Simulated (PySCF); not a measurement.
C3H4: single-point calculation

C3H4, SMILES C#CC, computed with B3LYP/6-31G*, RKS (PySCF 2.14.0).

The geometry comes from this level: PBE0-D4/def2-TZVP.

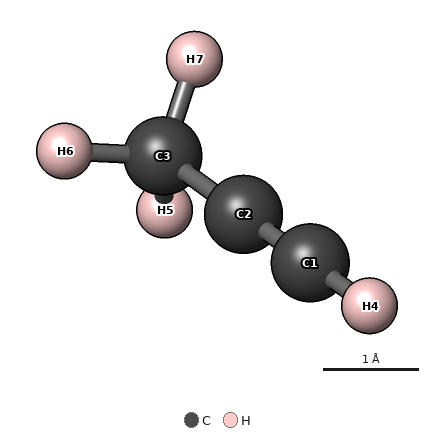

Fig. 1: The structure (ball-and-stick view, seen at a tilt; atoms are numbered from 1 in the order of the input).

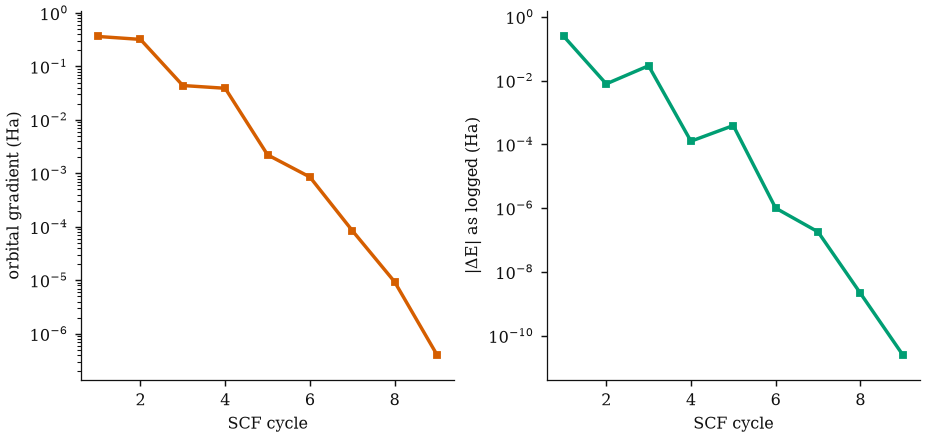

Fig. 2: Convergence of the self-consistent field: orbital gradient and size of the energy change against the SCF cycle. The residual falls at every step.

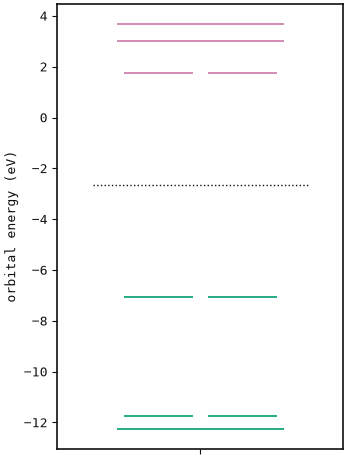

Fig. 3: Orbital energies near the frontier; the dotted line parts filled from empty levels, and levels within 0.02 eV of each other stand side by side. Highest filled −7.07 eV, lowest empty 1.75 eV, 8.82 eV apart.

The input and output of the run follow.

Input (input.py):
```python
# C#CC
from pyscf import gto, dft

molecule = gto.M(
    atom=[
    ('C', (-1.347190, -0.669570, -0.791960)),
    ('C', (-0.396330, -0.196990, -0.233110)),
    ('C', (0.752130, 0.373790, 0.442180)),
    ('H', (-2.190260, -1.088470, -1.287720)),
    ('H', (1.261230, 1.096880, -0.199350)),
    ('H', (0.449670, 0.887820, 1.357540)),
    ('H', (1.470770, -0.403460, 0.712420)),
],
    verbose=4,
    max_memory=1860,
    basis='6-31g*',
    charge=0,
)

mf = dft.RKS(molecule)
mf.xc = 'b3lyp'
mf.grids.level = 5
mf.conv_tol = 1e-10
mf.kernel()
if not mf.converged:
    mf = mf.newton().run(mf.mo_coeff, mf.mo_occ)

energy = mf.e_tot
print('E(%s) = %.9f' % ('B3LYP', energy))
```

Launched with:
```bash
OMP_NUM_THREADS=1 python input.py
```

Output:
```
PySCF version 2.14.0

[INPUT] num. atoms = 7
[INPUT] num. electrons = 22
[INPUT] charge = 0
[INPUT] spin (= nelec alpha-beta = 2S) = 0
[INPUT] symmetry False subgroup None
[INPUT] Mole.unit = angstrom
[INPUT] Symbol           X                Y                Z      unit          X                Y                Z       unit  Magmom
[INPUT]  1 C     -1.347190000000  -0.669570000000  -0.791960000000 AA   -2.545820137753  -1.265303921225  -1.496587501611 Bohr   0.0
[INPUT]  2 C     -0.396330000000  -0.196990000000  -0.233110000000 AA   -0.748955154949  -0.372257149278  -0.440514056897 Bohr   0.0
[INPUT]  3 C      0.752130000000   0.373790000000   0.442180000000 AA    1.421319710069   0.706360728101   0.835599097760 Bohr   0.0
[INPUT]  4 H     -2.190260000000  -1.088470000000  -1.287720000000 AA   -4.138991541590  -2.056910194805  -2.433438125125 Bohr   0.0
[INPUT]  5 H      1.261230000000   1.096880000000  -0.199350000000 AA    2.383379280085   2.072802791513  -0.376716902932 Bohr   0.0
[INPUT]  6 H      0.449670000000   0.887820000000   1.357540000000 AA    0.849753146433   1.677736647911   2.565378803142 Bohr   0.0
[INPUT]  7 H      1.470770000000  -0.403460000000   0.712420000000 AA    2.779352492227  -0.762428902217   1.346278685663 Bohr   0.0

nuclear repulsion = 58.9453438094766
number of shells = 26
number of NR pGTOs = 97
number of NR cGTOs = 50
basis = 6-31g*
ecp = {}

******** <class 'pyscf.dft.rks.RKS'> ********
method = RKS
initial guess = minao
damping factor = 0
level_shift factor = 0
DIIS = <class 'pyscf.scf.diis.CDIIS'>
diis_start_cycle = 1
diis_space = 8
diis_damp = 0
SCF conv_tol = 1e-10
SCF conv_tol_grad = None
SCF max_cycles = 50
direct_scf = True
direct_scf_tol = 1e-13
XC library pyscf.dft.libxc version 7.0.0
    S. Lehtola, C. Steigemann, M. J.T. Oliveira, and M. A.L. Marques.,  SoftwareX 7, 1–5 (2018)
XC functionals = b3lyp
    P. J. Stephens, F. J. Devlin, C. F. Chabalowski, and M. J. Frisch.,  J. Phys. Chem. 98, 11623 (1994)
radial grids:
    Treutler-Ahlrichs [JCP 102, 346 (1995); DOI:10.1063/1.469408] (M4) radial grids

becke partition: Becke, JCP 88, 2547 (1988); DOI:10.1063/1.454033
pruning grids: <function nwchem_prune>
grids dens level: 5
symmetrized grids: False
atomic radii adjust function: <function treutler_atomic_radii_adjust>
small_rho_cutoff = 0
Set gradient conv threshold to 1e-05
Initial guess from minao.
tot grids = 223096
init E= -116.853470206244
  HOMO = -0.327947135337649  LUMO = -0.0233507888385439  gap/eV = 8.28849
cycle= 1 E= -116.613121795507  delta_E= 0.24  |g|= 0.363  |ddm|= 2.62
  HOMO = -0.187646379603797  LUMO = 0.112383996868455  gap/eV = 8.16424
cycle= 2 E= -116.620956121487  delta_E= -0.00783  |g|= 0.32  |ddm|= 0.76
  HOMO = -0.261052670867779  LUMO = 0.0628288782564674  gap/eV = 8.81327
cycle= 3 E= -116.649913532557  delta_E= -0.029  |g|= 0.0439  |ddm|= 0.36
  HOMO = -0.260514287060966  LUMO = 0.0633307278290126  gap/eV = 8.81227
cycle= 4 E= -116.650038463215  delta_E= -0.000125  |g|= 0.039  |ddm|= 0.0687
  HOMO = -0.259627091456988  LUMO = 0.0647008521847706  gap/eV = 8.82541
cycle= 5 E= -116.650425497633  delta_E= -0.000387  |g|= 0.00222  |ddm|= 0.0329
  HOMO = -0.259725373990979  LUMO = 0.0645341608276889  gap/eV = 8.82355
cycle= 6 E= -116.650426497015  delta_E= -9.99e-07  |g|= 0.000853  |ddm|= 0.00397
  HOMO = -0.259806059723575  LUMO = 0.064481265178689  gap/eV = 8.82431
cycle= 7 E= -116.650426676856  delta_E= -1.8e-07  |g|= 8.51e-05  |ddm|= 0.000774
  HOMO = -0.259796512894982  LUMO = 0.0644858719172576  gap/eV = 8.82417
cycle= 8 E= -116.650426679007  delta_E= -2.15e-09  |g|= 9.36e-06  |ddm|= 0.000126
  HOMO = -0.259795673318592  LUMO = 0.0644868015710612  gap/eV = 8.82418
cycle= 9 E= -116.650426679032  delta_E= -2.52e-11  |g|= 4.04e-07  |ddm|= 1.09e-05
  HOMO = -0.259795778071586  LUMO = 0.0644867550427777  gap/eV = 8.82418
Extra cycle  E= -116.650426679032  delta_E= 1.14e-13  |g|= 7.03e-07  |ddm|= 1.32e-06
converged SCF energy = -116.650426679032
E(B3LYP) = -116.650426679
```

Key numbers:

```json
{"quantity": "outcome", "value": "converged"}
{"quantity": "total energy", "value": "−116.650427 hartree"}
{"quantity": "basis functions", "value": "50"}
{"quantity": "HOMO", "value": "−7.07 eV"}
{"quantity": "LUMO", "value": "1.75 eV"}
{"quantity": "dipole moment", "value": "0.68 D"}
{"quantity": "hardware", "value": "1 thread of Arm Neoverse N1, 112 GiB of memory available, shared host"}
{"quantity": "wall time", "value": "10 s"}
{"quantity": "peak memory", "value": "0.28 GiB"}
```
